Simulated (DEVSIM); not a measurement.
Structure: Schottky contact on n-type Si, at 300 K.

| layer (left to right) | material | thickness (μm) | Nd (cm⁻³) | τn (s) | τp (s) |
|---|---|---|---|---|---|
| 1 | Si | 3.30 | 3e17 | 0.00047 | 0.00047 |

Left contact: Schottky, work function 4.75 eV, emission velocity 7.2e6 cm/s. Right contact: ohmic. Voltage is applied to the left contact. Recombination: SRH at mid-gap, radiative, Auger. Gap narrowing is on: ΔEg = 6.92 meV × (l + √(l² + 0.5)), l = ln(N/1.3e17 cm⁻³), shared equally by both band edges. Mobility is constant in doping.

The device is made up for the run: typed textbook-type constants, with dimensions and the other settings drawn at random. Values at 300 K.

```
parameter           Si
-------------  -------
gap (eV)         1.124
affinity (eV)     4.05
permittivity      11.7
Nc (cm⁻³)      2.86e19
Nv (cm⁻³)       3.1e19
μn (cm²/Vs)       1417
μp (cm²/Vs)        470
B (cm³/s)      4.7e-15
Cn (cm⁶/s)     2.8e-31
Cp (cm⁶/s)     9.9e-32
```

Model (solved in DEVSIM): 1D drift-diffusion, Boltzmann statistics, complete ionisation; no tunnelling, impact ionisation, image-force lowering or self-heating. Metal contacts follow the ideal Schottky-Mott rule: no Fermi-level pinning, no interface dipoles.

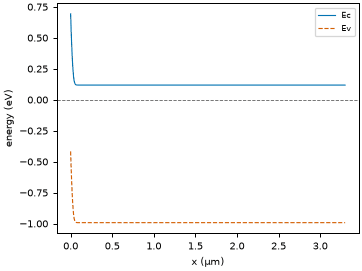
Fig. 1. Band edges at zero bias

Energies count from the Fermi level of the right contact; mesh points crowd at the junctions.

| x (μm) | Ec (eV) | Ev (eV) | n (cm⁻³) | p (cm⁻³) | field (V/cm) |
|---|---|---|---|---|---|
| 0.000 | 0.693 | -0.417 | 6.4e7 | 3.0e12 | -220000 |
| 0.01063 | 0.479 | -0.631 | 2.5e11 | 7.7e8 | -180000 |
| 0.02589 | 0.264 | -0.847 | 1.1e15 | 190000 | -110000 |
| 0.05077 | 0.130 | -0.981 | 1.9e17 | 1000 | -15000 |
| 0.09738 | 0.118 | -0.993 | 3.0e17 | 650 | -37 |
| 0.1505 | 0.118 | -0.993 | 3.0e17 | 650 | ≈ 0 |
| 0.2267 | 0.118 | -0.993 | 3.0e17 | 650 | ≈ 0 |
| 0.3992 | 0.118 | -0.993 | 3.0e17 | 650 | ≈ 0 |
| 0.5839 | 0.118 | -0.993 | 3.0e17 | 650 | ≈ 0 |
| 0.8491 | 0.118 | -0.993 | 3.0e17 | 650 | ≈ 0 |
| 1.230 | 0.118 | -0.993 | 3.0e17 | 650 | ≈ 0 |
| 1.955 | 0.118 | -0.993 | 3.0e17 | 650 | ≈ 0 |
| 2.371 | 0.118 | -0.993 | 3.0e17 | 650 | ≈ 0 |
| 2.660 | 0.118 | -0.993 | 3.0e17 | 650 | ≈ 0 |
| 2.915 | 0.118 | -0.993 | 3.0e17 | 650 | ≈ 0 |
| 3.050 | 0.118 | -0.993 | 3.0e17 | 650 | ≈ 0 |
| 3.134 | 0.118 | -0.993 | 3.0e17 | 650 | ≈ 0 |
| 3.192 | 0.118 | -0.993 | 3.0e17 | 650 | ≈ 0 |
| 3.242 | 0.118 | -0.993 | 3.0e17 | 650 | ≈ 0 |
| 3.267 | 0.118 | -0.993 | 3.0e17 | 650 | ≈ 0 |
| 3.286 | 0.118 | -0.993 | 3.0e17 | 650 | ≈ 0 |
| 3.300 | 0.118 | -0.993 | 3.0e17 | 650 | ≈ 0 |
